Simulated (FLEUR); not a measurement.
**MnB: parallel and opposed starts**

Aim: find out whether MnB carries moments, and which collinear order costs least.

Method: PBEsol; all-electron FLAPW, Dirac cores, scalar-relativistic bands, in FLEUR MaX-R8.1.

### 1. The structure

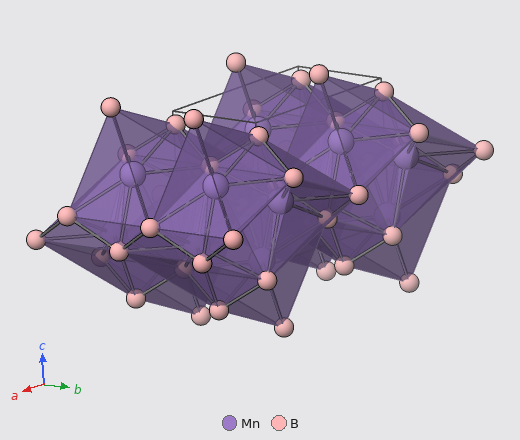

The starting structure, seen slightly off an axis (manganese light purple, boron pink). 2×2×1 cells are drawn. Some periodic images of atoms are drawn too.

Structure file:

```
Mn B
1.0
     5.56318    0.00000    0.00000
     0.00000    2.97685    0.00000
     0.00000    0.00000    4.14724
Mn B
4 4
Cartesian
  0.9785 0.7442 0.5011
  1.8031 2.2326 2.5747
  3.7600 0.7442 1.5725
  4.5847 2.2326 3.6461
  0.1897 0.7442 2.5414
  2.5919 2.2326 0.4678
  2.9713 0.7442 3.6794
  5.3735 2.2326 1.6058
```

### 2. Start 1: ferro ++++

The parallel start is the test of whether parallel moments hold.

inpgen writes inp.xml from crystal.txt; cutoffs, mixing, functional, smearing and local orbitals are then set in the file. The k list default-1 (kpts.xml, not shown) is a Γ-centred 6×10×8 mesh; where the ranks do not divide the number of points, some are split in two of half the weight.

inp.xml

```
<?xml version="1.0" encoding="UTF-8" standalone="no"?>
<fleurInput fleurInputVersion="0.39">
   <comment>
      MnB
   </comment>
   <calculationSetup>
      <cutoffs Kmax="3.61" Gmax="10.8" GmaxXC="10.8" numbands="0"/>
      <scfLoop itmax="90" minDistance="0.00002" maxIterBroyd="15" imix="Anderson" alpha="0.05" precondParam="0.0" spinf="2.0" sdNocoIR="T"/>
      <coreElectrons ctail="T" frcor="F" kcrel="0" coretail_lmax="0"/>
      <xcFunctional name="PBEs" relativisticCorrections="F"/>
      <magnetism jspins="2"/>
      <soc l_soc="F" theta="0.0" phi="0.0" spav="F"/>
      <expertModes spex="0" secvar="F"/>
      <geometryOptimization l_f="F" forcealpha="1.0" forcemix="BFGS" epsdisp="0.00001" epsforce="0.00001"/>
      <ldaU l_linMix="F" mixParam="0.05" spinf="1.0"/>
   </calculationSetup>
   <cell>
      <bzIntegration valenceElectrons="72.0" mode="hist" fermiSmearingEnergy="0.00293995">
         <kPointListSelection listName="default-1"/>
         <xi:include xmlns:xi="http://www.w3.org/2001/XInclude" href="kpts.xml"> </xi:include>
      </bzIntegration>
      <xi:include xmlns:xi="http://www.w3.org/2001/XInclude" href="sym.xml"> </xi:include>
      <bulkLattice scale="1.0">
         <bravaisMatrix>
            <row-1>   10.5128903613044766     0.0000000000000000     0.0000000000000000</row-1>
            <row-2>    0.0000000000000000     5.6254312140155101     0.0000000000000000</row-2>
            <row-3>    0.0000000000000000     0.0000000000000000     7.8371534421644764</row-3>
         </bravaisMatrix>
      </bulkLattice>
   </cell>
   <atomSpecies>
      <species name="Manganese 3.501" element="Mn" atomicNumber="25">
         <mtSphere radius="2.37" gridPoints="783" logIncrement="0.016"/>
         <atomicCutoffs lmax="8" lnonsphr="6"/>
         <electronConfig flipSpins="F">
            <coreConfig>(1s1/2) (2s1/2) (2p1/2) (2p3/2)</coreConfig>
            <valenceConfig>(3s1/2) (3p1/2) (3p3/2) (4s1/2) (3d3/2) (3d5/2)</valenceConfig>
            <stateOccupation state="(3d3/2)" spinUp="1.2505" spinDown="0.7495"/>
            <stateOccupation state="(3d5/2)" spinUp="3.0" spinDown="0.0"/>
         </electronConfig>
         <energyParameters s="4" p="4" d="3" f="4"/>
         <lo type="SCLO" l="0" n="3" eDeriv="0"/>
         <lo type="SCLO" l="1" n="3" eDeriv="0"/>
      </species>
      <species name="Boron (B)" element="B" atomicNumber="5">
         <mtSphere radius="1.66" gridPoints="549" logIncrement="0.019"/>
         <atomicCutoffs lmax="6" lnonsphr="4"/>
         <electronConfig flipSpins="F">
            <coreConfig>(1s1/2)</coreConfig>
            <valenceConfig>(2s1/2) (2p1/2) (2p3/2)</valenceConfig>
            <stateOccupation state="(2p1/2)" spinUp="0.166667" spinDown="0.166667"/>
            <stateOccupation state="(2p3/2)" spinUp="0.333333" spinDown="0.333333"/>
         </electronConfig>
         <energyParameters s="2" p="2" d="3" f="4"/>
      </species>
   </atomSpecies>
   <atomGroups>
      <atomGroup species="Manganese 3.501">
         <relPos label="                   1">.1758800000 1.000/4.000 .1208300000</relPos>
         <relPos label="                   2">.3241200000 -1.000/4.000 -.3791700000</relPos>
         <relPos label="                   3">-.3241200000 1.000/4.000 .3791700000</relPos>
         <relPos label="                   4">-.1758800000 -1.000/4.000 -.1208300000</relPos>
         <force calculate="T" relaxXYZ="TTT"/>
      </atomGroup>
      <atomGroup species="Boron (B)">
         <relPos label="                   5">.0341000000 1.000/4.000 -.3872000000</relPos>
         <relPos label="                   6">.4659000000 -1.000/4.000 .1128000000</relPos>
         <relPos label="                   7">-.4659000000 1.000/4.000 -.1128000000</relPos>
         <relPos label="                   8">-.0341000000 -1.000/4.000 .3872000000</relPos>
         <force calculate="T" relaxXYZ="TTT"/>
      </atomGroup>
   </atomGroups>
   <output dos="F" band="F" slice="F">
      <bandDOS minEnergy="-.5*Htr" maxEnergy="0.5*Htr" sigma="0.015" storeEVData="T"/>
      <plotting iplot="0" polar="F">
         <plot TwoD="T" vec1="  1.0  0.0  0.0" vec2="  0.0  1.0  0.0" vec3="  0.0  0.0  1.0" zero="  0.0  0.0  0.0" file="plot"/>
      </plotting>
      <moessbauerParams electricFieldGradient="F" isomerShift="F" coreHyperfine="F" valenceHyperfine="F"/>
   </output>
</fleurInput>
```

crystal.txt

```
MnB
&input film=F cartesian=F /
5.56318200000  0.00000000000  0.00000000000
0.00000000000  2.97685000000  0.00000000000
0.00000000000  0.00000000000  4.14724300000
1.8897261246
1.0 1.0 1.0

8
25 0.17588000000  0.25000000000  0.12083000000 : 3.501
25 0.32412000000  0.75000000000  0.62083000000 : 3.501
25 0.67588000000  0.25000000000  0.37917000000 : 3.501
25 0.82412000000  0.75000000000  0.87917000000 : 3.501
5 0.03410000000  0.25000000000  0.61280000000
5 0.46590000000  0.75000000000  0.11280000000
5 0.53410000000  0.25000000000  0.88720000000
5 0.96590000000  0.75000000000  0.38720000000

&kpt div1=6 div2=10 div3=8 gamma=T /
```

Started as:

```console
OMP_NUM_THREADS=1 inpgen -f crystal.txt > inpgen.log  # inp.xml is then edited as shown
OMP_NUM_THREADS=1 mpirun -n 4 fleur_MPI > fleur.log
```

What it wrote:

```text
Welcome to FLEUR        (www.flapw.de)
      MaX-Release 8.1          (www.max-centre.eu)

 ========== k-point set info ==========
 Selected k-point list: default-1
 k-point list type: mesh
 6 x 10 x 8
 Number of k points: 120

 ------------Calculation Setup---------------------------
 Number of MPI-tasks      :            4
 Number of PE/node        :            4
 Number of OMP-threads    :            1
 k-points in parallel     :            4
 pe's per k-point         :            1
 No of k-point loops      :           30
 Eigenvalue solver        :       lapack
 Number of basis functions:          436
 Approximate size of matrices (H+S) per k-point:         0.003 GB
 --------------------------------------------------------
 Iteration:     1   Distance:      28.65776546 me/bohr^3
 Iteration:     2   Distance:      25.98706925 me/bohr^3
 Iteration:     3   Distance:      16.84465436 me/bohr^3
 Iteration:     4   Distance:      18.51200299 me/bohr^3
 Iteration:     5   Distance:       5.90883643 me/bohr^3
 Iteration:     6   Distance:       4.91051109 me/bohr^3
 Iteration:     7   Distance:       2.31708149 me/bohr^3
 Iteration:     8   Distance:       1.80722262 me/bohr^3
 Iteration:     9   Distance:       0.38893531 me/bohr^3
 Iteration:    10   Distance:       0.25441821 me/bohr^3
 Iteration:    11   Distance:       0.07797784 me/bohr^3
 Iteration:    12   Distance:       0.13391387 me/bohr^3
 Iteration:    13   Distance:       0.02102388 me/bohr^3
 Iteration:    14   Distance:       0.00971212 me/bohr^3
 Iteration:    15   Distance:       0.00616914 me/bohr^3
 Iteration:    16   Distance:       0.00585159 me/bohr^3
 Iteration:    17   Distance:       0.00553659 me/bohr^3
 Iteration:    18   Distance:       0.00244228 me/bohr^3
 Iteration:    19   Distance:       0.00087914 me/bohr^3
 Iteration:    20   Distance:       0.00044605 me/bohr^3
 Iteration:    21   Distance:       0.00041992 me/bohr^3
 Iteration:    22   Distance:       0.00009887 me/bohr^3
 Iteration:    23   Distance:       0.00002190 me/bohr^3
 Iteration:    24   Distance:       0.00001909 me/bohr^3

 ********************************************************************
 Run finished successfully
 Stop message:
   all done
 ********************************************************************

--- out.xml (last complete iteration) ---
<iteration numberForCurrentRun="   24" overallNumber="   24">
         <energyParameters units="Htr">
            <atomicEP atomType="1" spin="1" branch="4s" branchLowest="-2.53" branchHighest="1.86" value="0.2128076606"/>
            <atomicEP atomType="1" spin="1" branch="4p" branchLowest="-1.37" branchHighest="2.39" value="0.3377844548"/>
            <atomicEP atomType="1" spin="1" branch="3d" branchLowest="-9.99" branchHighest="0.47" value="0.3220586876"/>
            <atomicEP atomType="1" spin="1" branch="4f" branchLowest="-9.99" branchHighest="3.33" value="0.6436157544"/>
            <loAtomicEP atomType="1" spin="1" branch="3s" branchLowest="-26.68" branchHighest="-2.53" value="-2.5346904451"/>
            <loAtomicEP atomType="1" spin="1" branch="3p" branchLowest="-22.50" branchHighest="-1.37" value="-1.3913107535"/>
            <atomicEP atomType="2" spin="1" branch="2s" branchLowest="-5.93" branchHighest="2.03" value="0.0078825767"/>
            <atomicEP atomType="2" spin="1" branch="2p" branchLowest="-9.99" branchHighest="1.79" value="0.1756652668"/>
            <atomicEP atomType="2" spin="1" branch="3d" branchLowest="-9.99" branchHighest="4.81" value="0.3862284759"/>
            <atomicEP atomType="2" spin="1" branch="4f" branchLowest="-9.99" branchHighest="7.88" value="0.5465748922"/>
            <atomicEP atomType="1" spin="2" branch="4s" branchLowest="-2.45" branchHighest="1.91" value="0.2190703173"/>
            <atomicEP atomType="1" spin="2" branch="4p" branchLowest="-1.29" branchHighest="2.45" value="0.3403255044"/>
            <atomicEP atomType="1" spin="2" branch="3d" branchLowest="-9.99" branchHighest="0.55" value="0.3717662327"/>
            <atomicEP atomType="1" spin="2" branch="4f" branchLowest="-9.99" branchHighest="3.39" value="0.6431191865"/>
            <loAtomicEP atomType="1" spin="2" branch="3s" branchLowest="-26.64" branchHighest="-2.45" value="-2.4557997373"/>
            <loAtomicEP atomType="1" spin="2" branch="3p" branchLowest="-22.48" branchHighest="-1.29" value="-1.3142677258"/>
            <atomicEP atomType="2" spin="2" branch="2s" branchLowest="-5.93" branchHighest="2.02" value="-0.0012817209"/>
            <atomicEP atomType="2" spin="2" branch="2p" branchLowest="-9.99" branchHighest="1.78" value="0.1667029869"/>
            <atomicEP atomType="2" spin="2" branch="3d" branchLowest="-9.99" branchHighest="4.79" value="0.3774614053"/>
            <atomicEP atomType="2" spin="2" branch="4f" branchLowest="-9.99" branchHighest="7.87" value="0.5378163722"/>
         </energyParameters>
         <bandgap value="0.0036640152" units="eV"/>
         <sumValenceSingleParticleEnergies value="-42.1020068722" units="Htr"/>
         <FermiEnergy value="0.4019390250" units="Htr"/>
         <valenceDensity>
            <mtCharges spin="1">
               <mtCharge atomType="1" total="8.0846415" s="1.1821790" p="3.2542186" d="3.6180040" f="0.0245446"/>
               <mtCharge atomType="2" total="0.8198692" s="0.2878076" p="0.5032044" d="0.0252491" f="0.0030537"/>
            </mtCharges>
            <mtCharges spin="2">
               <mtCharge atomType="1" total="6.1217905" s="1.1764539" p="3.2555020" d="1.6619508" f="0.0228233"/>
               <mtCharge atomType="2" total="0.8918403" s="0.3039820" p="0.5636095" d="0.0216738" f="0.0022367"/>
            </mtCharges>
            <spinDependentCharge spin="1" total="39.7381976" interstitial="4.1201546" mtSpheres="35.6180430"/>
            <spinDependentCharge spin="2" total="32.2618024" interstitial="4.2072792" mtSpheres="28.0545232"/>
            <totalCharge value="72.0000000000"/>
         </valenceDensity>
         <coreStates atomType="     1" atomicNumber=" 25" spin="1" kinEnergy="    526.1349970098" eigValSum="   -329.5299398530" lostElectrons=" 0.000000">
            <state n="1" l="0" j="0.5" energy="-235.3330770661" weight="1.0000000000"/>
            <state n="2" l="0" j="0.5" energy="-26.6757466736" weight="1.0000000000"/>
            <state n="2" l="1" j="0.5" energy="-22.7619135378" weight="1.0000000000"/>
            <state n="2" l="1" j="1.5" energy="-22.3796012877" weight="2.0000000000"/>
         </coreStates>
         <coreStates atomType="     1" atomicNumber=" 25" spin="2" kinEnergy="    526.4930696107" eigValSum="   -329.4178252128" lostElectrons=" 0.000000">
            <state n="1" l="0" j="0.5" energy="-235.3332034256" weight="1.0000000000"/>
            <state n="2" l="0" j="0.5" energy="-26.6416043655" weight="1.0000000000"/>
            <state n="2" l="1" j="0.5" energy="-22.7363472046" weight="1.0000000000"/>
            <state n="2" l="1" j="1.5" energy="-22.3533351086" weight="2.0000000000"/>
         </coreStates>
         <coreStates atomType="     2" atomicNumber="  5" spin="1" kinEnergy="     10.7792189686" eigValSum="     -5.9305207870" lostElectrons=" 0.000094">
            <state n="1" l="0" j="0.5" energy="-5.9305207870" weight="1.0000000000"/>
         </coreStates>
         <coreStates atomType="     2" atomicNumber="  5" spin="2" kinEnergy="     10.7759305969" eigValSum="     -5.9325890787" lostElectrons=" 0.000095">
            <state n="1" l="0" j="0.5" energy="-5.9325890787" weight="1.0000000000"/>
         </coreStates>
         <allElectronCharges>
            <spinDependentCharge spin="1" total="63.7381976" interstitial="4.1205042" mtSpheres="59.6176933"/>
            <spinDependentCharge spin="2" total="56.2618024" interstitial="4.2076311" mtSpheres="52.0541713"/>
            <totalCharge value="119.9999999809"/>
         </allElectronCharges>
         <magneticMomentsInMTSpheres units="muBohr">
            <globalMagMoment atomType="1" vec="0.00000   0.00000   1.96285"/>
            <localMagMoment atomType="1" vec="0.00000   0.00000   1.96285"/>
            <globalMagMoment atomType="2" vec="0.00000   0.00000  -0.07197"/>
            <localMagMoment atomType="2" vec="0.00000   0.00000  -0.07197"/>
         </magneticMomentsInMTSpheres>
         <moessbauerParams unitsHFF="kG" unitsIS="e/bohr^3" unitsEFG="Htr/bohr^2">
         </moessbauerParams>
         <totalEnergy value="    -4729.2734971580" units="Htr">
            <sumOfEigenvalues value="    -2725.3455065983">
               <coreElectrons value="-2683.2434997261"/>
               <valenceElectrons value="-42.1020068722"/>
            </sumOfEigenvalues>
            <densityCoulombPotentialIntegral value="-7222.5787919224"/>
            <densityEffectivePotentialIntegral value="-7511.2740813246"/>
            <chargeDenXCDenIntegral value="-220.6346275146"/>
            <FockExchangeEnergyValence value="0.0000000000"/>
            <FockExchangeEnergyCore value="0.0000000000"/>
            <atomTypeDependentContributions atomType="1">
               <electronNucleiInteractionDifferentMTs value="5529.0648141184"/>
               <MadelungTerm value="-34.5774893754"/>
            </atomTypeDependentContributions>
            <atomTypeDependentContributions atomType="2">
               <electronNucleiInteractionDifferentMTs value="109.6530517396"/>
               <MadelungTerm value="-9.9826931751"/>
            </atomTypeDependentContributions>
            <tkbTimesEntropy value="0.0031341814"/>
            <freeEnergy value="-4729.2766313394"/>
            <extrapolationTo0K value="-4729.2750642487"/>
         </totalEnergy>
         <densityConvergence units="me/bohr^3">
            <chargeDensity spin="1" distance="0.0000136989"/>
            <chargeDensity spin="2" distance="0.0000061477"/>
            <overallChargeDensity distance="0.0000093087"/>
            <spinDensity distance="0.0000190855"/>
         </densityConvergence>
      </iteration>
```

Wall time 3.3 min (4 MPI ranks of Arm Neoverse N1, shared host); peak memory 0.33 GiB.

Spin moment in the muffin-tin sphere by atom:

| atom | spin moment in the muffin-tin sphere (μB) |
| --- | --- |
| Mn1 | 1.96 |
| Mn2 | 1.96 |
| Mn3 | 1.96 |
| Mn4 | 1.96 |
| B5 | -0.07 |
| B6 | -0.07 |
| B7 | -0.07 |
| B8 | -0.07 |

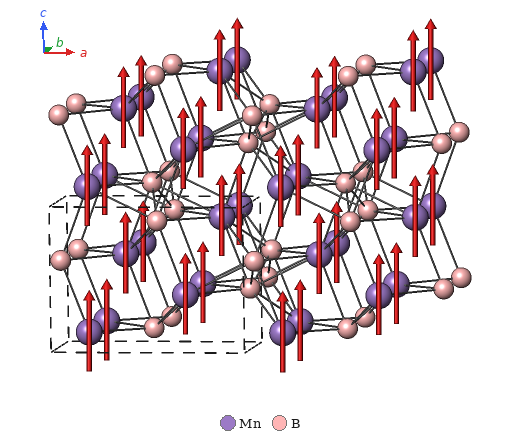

Spin moment in the muffin-tin sphere as arrows, the longest 1.96 μB. Up and down stand for the sign. Arrows give size and sign along the axis of quantisation, drawn up and down the page. 2×2×2 cells are drawn.

This step gave:

```
free energy                                                       : -128690.1731 eV
program's band gap on this mesh (in a metal only a level spacing) : 0.003664 eV
magnetization                                                     : 7.476 μB
final state                                                       : ferromagnetic, with opposed induced moments
```

After 24 cycles the largest moment stands at 1.96 μB.

(Part 1 of 2 ends here.)

[Logs and program files are shortened in this print: banners, set-up blocks, solver, clock and traceback lines can be left out without a mark of their own.]

[Logs are printed without paths, hosts, clocks, repeated set-up lines and the standing remarks that a program may print on its own settings, such as how far it seeks lower states.]

[Hosts, paths, dates, database ids (printed as entryN), source tags and the programs' standing remarks are cut or masked in the printed files.]

[Where a cell is said to come from a database of computed structures, the database is the Materials Project.]
